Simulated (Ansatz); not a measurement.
# How fast states decay through YInCN2O2, part 3 of 3

A new crystal, YInCN2O2: structure, gap and complex bands. It is built by putting In for part of the Y in the Y2CN2O2 structure of space group P-3m1, with the volume rescaled by atomic radii. The parent structure comes from the Materials Project.

Ansatz 0.2.0; r2SCAN DFT, plane waves, PAW files (the session's first sound run).

So far, gap on the k-mesh (eV): step 3 (the bulk crystal and its band edges, r2SCAN) 3.23; step 4 (complex bands, plane (100), k-mesh 8×4×8, r2SCAN) 3.23; step 7 (LDA, cutoff 420 eV) 2.67.

The structure was built from a prototype and need not be the compound's stable phase.

## (8) Complex bands at another level, cutoff 420 eV

This step: LDA DFT, plane waves, PAW files; complex bands by layer matching along the plane's normal (Ansatz 0.2.0).

The complex bands at that level, over its own gap, at (0, 0) and (0, -0.5).

Contents of input.yaml:

```yaml
crystal:
  lattice:
    - [3.602024165, 0.0, 0.0]
    - [0.0, 8.2315101, 0.0]
    - [1.801012083, 0.0, 3.119444432]
  atoms:
    - { symbol: In, position: [0.3333333333, 0.683428575, 0.3333333333] }
    - { symbol: "Y", position: [0.6666666667, 0.3213934691, 0.6666666667] }
    - { symbol: C, position: [0.0, 0.9956710042, 0.0] }
    - { symbol: "N", position: [0.0, 0.1441815693, 0.0] }
    - { symbol: "N", position: [0.0, 0.8460602088, 0.0] }
    - { symbol: O, position: [0.3333333333, 0.3983133036, 0.3333333333] }
    - { symbol: O, position: [0.6666666667, 0.6109518701, 0.6666666667] }
kpoints:
  mp_grid: { grid: [8, 4, 8] }
scf:
  occupations: { method: fixed }
hamiltonian:
  xc: lda
output:
  eigenvalues: true
  transmission:
    leads: [[0, 0]]
    kpoints: [[0.0, 0.0], [0.0, -0.5]]
    e_range: [-1.0, 3.67]
    de: 0.09
```

Launch:

```bash
> ansatz run input.yaml --threads 2 --pin off --max-ram 4096MiB --backend cpu --events-out ev --progress --plain --runs-dir out
```

Numbers of over 12 decimals in the logs are rounded to 6 here.

The log of the run:

```text
[...]
Crystal: 7 atoms, lattice volume = 92.492 Å³
Basis set: ecut = 420 eV, 1755 PW (Γ)
Bands: 32, of which v1, the nominal top of the filled ones, is band 25 counted from 1 (24 counted from 0)
Symmetry: 6 space group operations
[...]
k-points: 35 of 256 (time reversal used)
[...]
SCF iter   1: F=—  HF=-11309.100271 eV  |F-HF|=—  |Δ(HF+E_count)|=         —  Δρ=1.41e-2  dr2=2.31e-1  ethr=1.77e-3  ⟨swp⟩=5.0  Hψ=4139  notcnv=0  defer=172
[...]
SCF iter   9: F=-11309.034457 eV  HF=-11309.034457 eV  |F-HF|=1.07e-8  |Δ(HF+E_count)|=   3.99e-8  Δρ=6.27e-6  dr2=3.42e-8  ethr=2.00e-10  ⟨swp⟩=9.7  Hψ=3916  notcnv=0
SCF 1 converged in 9 iterations: F = -11309.034457 eV  dr2 = 3.42e-8
[...]
transmission: 6 of 12 steps passed
transmission: 12 of 12 steps passed
SCF converged after 9 iterations
Free energy (F): -11309.034457 eV
[...]
Internal energy: -11309.034457 eV  (E = F + TS)
E sigma→0 (E₀):  -11309.034457 eV
Fermi energy:    7.035104 eV
[...]
--- Band table (eV; the first three rows and the last of 35) ---
  k-point 0: bands = [... 21 lower, 5.6987, 6.1369, 6.9900, 6.9900, 9.7091, 11.2237, 13.0363, 13.0363, ... 3 higher]
  k-point 1: bands = [... 21 lower, 5.5604, 6.1566, 6.9563, 6.9947, 10.0230, 11.5545, 12.6115, 12.8759, ... 3 higher]
  k-point 2: bands = [... 21 lower, 5.4312, 5.8727, 6.8116, 6.9643, 10.4088, 11.9967, 12.7461, 12.8661, ... 3 higher]
  k-point 34: bands = [... 21 lower, 5.3044, 5.9356, 6.5023, 6.7455, 11.0943, 11.8434, 12.8607, 13.1548, ... 3 higher]
--- Transmission ---
  basis      : 255 plane waves across, 6 finite elements along
  points     : 2, as listed
[...]
channels       : 0.000000e0 a spin
[...]
slowest decay  : 0.3773 /Å at (0.0000, -0.5000)
```

Run time: 58 s. Hardware: 2 threads of Intel Xeon Platinum 8488C (Sapphire Rapids), shared host; peak memory 0.87 GiB; 86 s of CPU time.

Numbers from this step:

```yaml
level_to_which_the_leads_are_filled: 1.337 eV from the Fermi level
decay_constant_at_the_filling_level_zone_centre: 0.4102 Å⁻¹
decay_constant_at_the_filling_level_slowest_listed_point: 0.3773 Å⁻¹
```

K parallel (0, 0); values up to 1.5 1/Å, a degenerate pair printed once or twice; energies at which all values exceed this have no row. Table of Im kz of the slowest decaying states by energy, zero at the highest filled level on the SCF mesh:

```tsv
energy (eV)	decay 1 (Å⁻¹)	decay 2 (Å⁻¹)	decay 3 (Å⁻¹)	decay 4 (Å⁻¹)
-1.0000	0.101	0.309	0.309	0.311
-0.7300	0.158	0.243	0.376	0.389
-0.4600	0.247	0.400	0.402	0.521
-0.2800	0.27	0.308	0.392	0.523
-0.0100	0.208	0.252	0.258	0.523
0.2600	0.366	0.382	0.521	0.541
0.5300	0.420	0.455	0.517	0.645
0.7100	0.438	0.491	0.515	0.689
0.9800	0.441	0.516	0.536	0.712
1.2500	0.420	0.516	0.575	0.724
1.5200	0.387	0.508	0.611	0.743
1.7900	0.347	0.494	0.643	0.671
1.9700	0.315	0.481	0.630	0.663
2.2400	0.256	0.460	0.575	0.693
2.5100	0.164	0.436	0.521	0.654
2.7800	0.408	0.461	0.642	0.828
2.9600	0.387	0.411	0.636	0.828
3.2300	0.290	0.350	0.628	0.826
3.5000	0.165	0.304	0.324	0.620
```

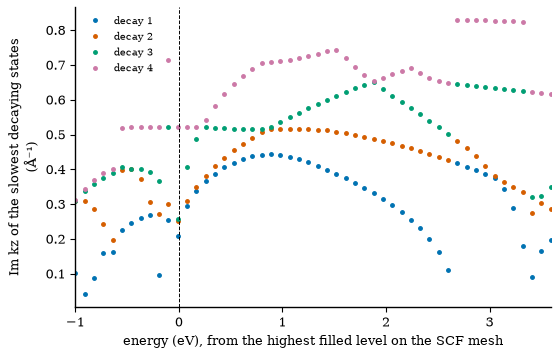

Im kz of the slowest decaying states against energy.

K parallel (0, -0.5); values up to 1.5 1/Å, a degenerate pair printed once or twice; energies at which all values exceed this have no row. The Im kz of the slowest decaying states by energy, zero at the highest filled level on the SCF mesh:

```tsv
energy (eV)	decay 1 (Å⁻¹)	decay 2 (Å⁻¹)	decay 3 (Å⁻¹)	decay 4 (Å⁻¹)
-1.0000	0.396	0.464	0.542	0.578
-0.7300	0.154	0.174	0.476	0.509
-0.4600	0.342	0.452	0.465	0.554
-0.2800	0.317	0.418	0.493	0.555
-0.0100	0.420	0.489	0.522	0.556
0.2600	0.209	0.418	0.524	0.535
0.5300	0.283	0.523	0.551	0.553
0.7100	0.317	0.551	0.555	0.565
0.9800	0.353	0.548	0.557	0.597
1.2500	0.374	0.554	0.555	0.640
1.5200	0.379	0.526	0.528	0.550
1.7900	0.366	0.493	0.537	0.540
1.9700	0.349	0.480	0.531	0.540
2.2400	0.312	0.461	0.513	0.546
2.5100	0.258	0.440	0.490	0.552
2.7800	0.175	0.415	0.459	0.558
2.9600	0.0600	0.397	0.432	0.560
3.2300	0.364	0.377	0.563	0.668
3.5000	0.285	0.325	0.562	0.643
```

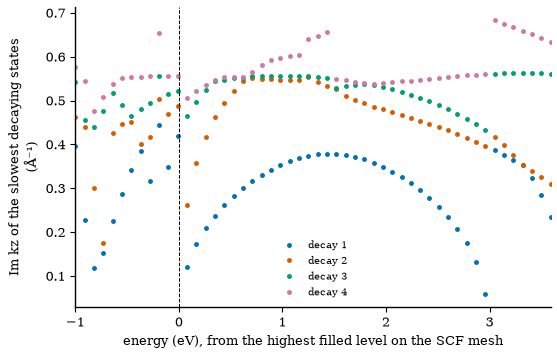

Im kz of the slowest decaying states, plotted against energy.

At the listed wavevectors the last open channel is at -0.01 eV and the next at +2.69 eV on the grid. At +1.34 eV, the grid energy nearest the filling level (the middle of the gap on the SCF mesh), the slowest state at the listed wavevectors decays with κ = 0.377 Å⁻¹, its amplitude falling by e over 2.7 Å; the first such run, plane (100), gave 0.403 Å⁻¹ over as many of its listed wavevectors.

## (9) A repeat with changed settings: output.transmission.temperature = 200.0

This step: r2SCAN DFT, plane waves, PAW files; complex bands by layer matching along the plane's normal; changed: output.transmission.temperature = 200.0 (Ansatz 0.2.0).

This run repeats an earlier one, its twin (the complex run, plane (100)), with one setting changed (output.transmission.temperature; files written aside). It is meant to test how the leads' temperature enters. Where the input is shown as a difference, that is against the step before, not the twin.

Changes to input.yaml since step 8:

```diff
@@ -18,3 +18,3 @@
 hamiltonian:
-  xc: lda
+  xc: r2scan
 output:
@@ -23,4 +23,5 @@
     leads: [[0, 0]]
-    kpoints: [[0.0, 0.0], [0.0, -0.5]]
-    e_range: [-1.0, 3.67]
-    de: 0.09
+    kpoints: [[0.0, 0.0], [0.0, -0.5], [0.5, 0.0]]
+    e_range: [-1.0, 4.23]
+    de: 0.1
+    temperature: 200.0
```

The log of the run:

```text
[...]
Crystal: 7 atoms, lattice volume = 92.492 Å³
Basis set: ecut = 500 eV, 2383 PW (Γ), exchange–correlation on 108×256×108 points (64 copies of the dense FFT grid, shifted against one another)
Bands: 32, of which v1, the nominal top of the filled ones, is band 25 counted from 1 (24 counted from 0)
Symmetry: 6 space group operations
[...]
k-points: 35 of 256 (time reversal used)
[...]
SCF iter   1: F=—  HF=-11635.892579 eV  |F-HF|=—  |Δ(HF+E_count)|=         —  Δρ=1.30e-2  dr2=2.25e-1  dr2_τ=6.45e-1  ethr=1.77e-3  ⟨swp⟩=5.0  Hψ=4129  notcnv=0  defer=174
[...]
SCF iter   8: F=-11635.974249 eV  HF=-11635.974249 eV  |F-HF|=5.15e-9  |Δ(HF+E_count)|=  7.44e-10  Δρ=8.46e-6  dr2=7.68e-8  dr2_τ=7.99e-9  ethr=2.00e-10  ⟨swp⟩=8.5  Hψ=4779  notcnv=0
SCF 1 converged in 8 iterations: F = -11635.974249 eV  dr2 = 7.68e-8
[...]
transmission: 5 of 15 steps passed
transmission: 10 of 15 steps passed
transmission: 15 of 15 steps passed
SCF converged after 8 iterations
Free energy (F): -11635.974249 eV
[...]
Internal energy: -11635.974249 eV  (E = F + TS)
E sigma→0 (E₀):  -11635.974249 eV
Fermi energy:    7.100576 eV
[...]
--- Band table (eV; the first three rows and the last of 35) ---
  k-point 0: bands = [... 21 lower, 5.7745, 6.1656, 7.0569, 7.0569, 10.3284, 11.9919, 13.7825, 13.7825, ... 3 higher]
  k-point 1: bands = [... 21 lower, 5.6409, 6.1938, 7.0283, 7.0619, 10.6787, 12.3066, 13.3594, 13.6009, ... 3 higher]
  k-point 2: bands = [... 21 lower, 5.5061, 5.9192, 6.8882, 7.0333, 11.1413, 12.6952, 13.4555, 13.6091, ... 3 higher]
  k-point 34: bands = [... 21 lower, 5.3704, 5.9688, 6.5803, 6.8143, 11.8465, 12.5356, 13.5757, 13.9313, ... 3 higher]
--- Transmission ---
  basis      : 311 plane waves across, 5 finite elements along
  points     : 3, as listed
[...]
channels       : 0.000000e0 a spin
[...]
slowest decay  : 0.4027 /Å at (0.0000, -0.5000)
```

The job ended after 74 s (2 threads; peak memory 1.3 GiB).

Numbers from this step:

* free energy: -11635.9742 eV
* Fermi energy: 7.101 eV
* gap on the k-mesh: 3.228 eV
* level to which the leads are filled: 1.614 eV from the Fermi level
* decay constant at the filling level, zone centre: 0.4264 Å⁻¹
* decay constant at the filling level, slowest listed point: 0.4027 Å⁻¹

K parallel (0, 0); values up to 1.5 1/Å, a degenerate pair printed once or twice; energies at which all values exceed this have no row. Im kz of the slowest decaying states against energy, zero at the highest filled level on the SCF mesh:

```tsv
energy (eV)	decay 1 (Å⁻¹)	decay 2 (Å⁻¹)	decay 3 (Å⁻¹)	decay 4 (Å⁻¹)
-1.000	0.0839	0.299	0.311	0.319
-0.500	0.248	0.406	0.410	0.542
0.000	0.237	0.259	0.277	0.548
0.500	0.427	0.453	0.547	0.647
1.000	0.465	0.546	0.546	0.737
1.500	0.436	0.546	0.613	0.754
2.000	0.382	0.528	0.666	0.753
2.500	0.308	0.498	0.640	0.710
3.000	0.183	0.460	0.551	0.665
3.500	0.410	0.447	0.649	0.851
4.000	0.163	0.342	0.632	0.829
```

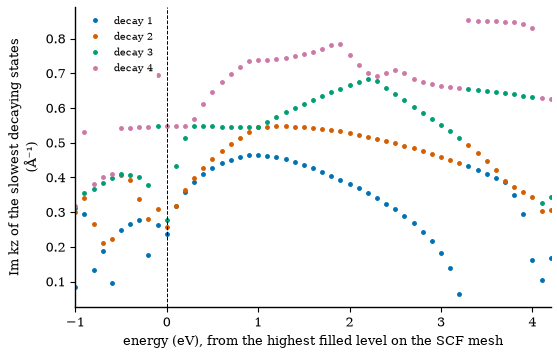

Im kz of the slowest decaying states against energy.

K parallel (0, -0.5); values up to 1.5 1/Å, a degenerate pair printed once or twice; energies at which all values exceed this have no row. The Im kz of the slowest decaying states by energy, zero at the highest filled level on the SCF mesh:

```tsv
energy (eV)	decay 1 (Å⁻¹)	decay 2 (Å⁻¹)	decay 3 (Å⁻¹)	decay 4 (Å⁻¹)
-1.000	0.0672	0.400	0.484	0.550
-0.500	0.333	0.471	0.488	0.564
0.000	0.0106	0.0184	0.435	0.506
0.500	0.281	0.531	0.573	0.575
1.000	0.364	0.570	0.587	0.620
1.500	0.400	0.561	0.586	0.588
2.000	0.395	0.522	0.572	0.575
2.500	0.350	0.491	0.553	0.579
3.000	0.268	0.456	0.516	0.588
3.500	0.0817	0.411	0.458	0.593
4.000	0.351	0.355	0.592	0.687
```

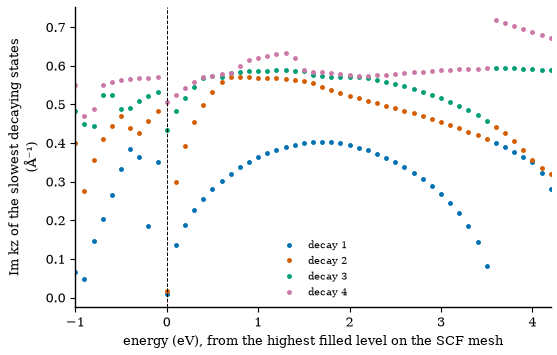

Im kz of the slowest decaying states against energy.

K parallel (0.5, 0); values up to 1.5 1/Å, a degenerate pair printed once or twice; energies at which all values exceed this have no row. The Im kz of the slowest decaying states by energy, zero at the highest filled level on the SCF mesh:

```tsv
energy (eV)	decay 1 (Å⁻¹)	decay 2 (Å⁻¹)	decay 3 (Å⁻¹)	decay 4 (Å⁻¹)
-1.000	0.102	0.389	0.667	0.716
-0.500	0.173	0.454	0.681	0.979
0.000	0.339	0.517	0.593	0.667
0.500	0.470	0.666	0.701	0.746
1.000	0.535	0.688	0.694	0.725
1.500	0.576	0.661	0.698	0.727
2.000	0.603	0.628	0.686	0.722
2.500	0.583	0.621	0.665	0.713
3.000	0.521	0.629	0.637	0.699
3.500	0.417	0.604	0.630	0.681
4.000	0.0795	0.569	0.625	0.657
```

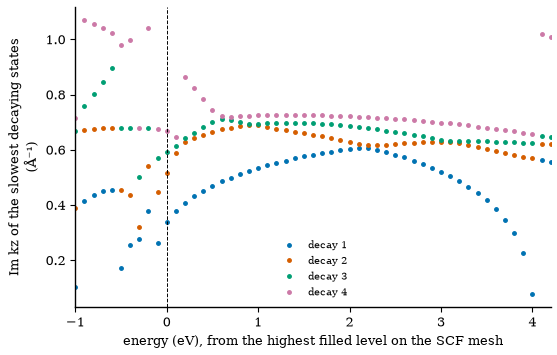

Im kz of the slowest decaying states against energy.

The temperature enters the conductance and not T(E) itself. No conductance was computed here for it to change.

## (10) What came out

```json
{
 "band gap": "3.23 eV",
 "least decay constant at mid-gap, normal to (100)": "0.403 Å⁻¹",
 "least decay constant at mid-gap, normal to (001)": "0.395 Å⁻¹",
 "least decay constant on a mesh, normal to (100)": "0.403 Å⁻¹",
 "least decay constant, LDA": "0.377 Å⁻¹"
}
```

What this shows: With r2SCAN, the slowest decay at the wavevectors tried is κ = 0.395 Å⁻¹, normal to (001). Through such a film the transmission near mid-gap falls as exp(−2κd), a factor of ten every 2.9 Å. The directions tried decay at nearly the same rate. A free electron under a barrier of half the gap would need a mass of 0.37 mₑ to decay at this rate. With LDA the gap goes from 3.23 to 2.67 eV and the decay constant, over the first 2 listed wavevectors, from 0.403 to 0.377 Å⁻¹. The compound is made up by substitution; its stability against other phases and against distortions of the cell's symmetry was not tested. r2SCAN still narrows gaps, if less than LDA and GGA do, so real decay constants are likely larger.

[Logs are printed without paths, hosts, clocks, repeated set-up lines and the standing remarks that a program may print on its own settings, such as how far it seeks lower states.]

[Hosts, paths, dates, database ids (printed as entryN), source tags and the programs' standing remarks are cut or masked in the printed files.]

[New means built here by substitution; the compound itself may be known and measured.]
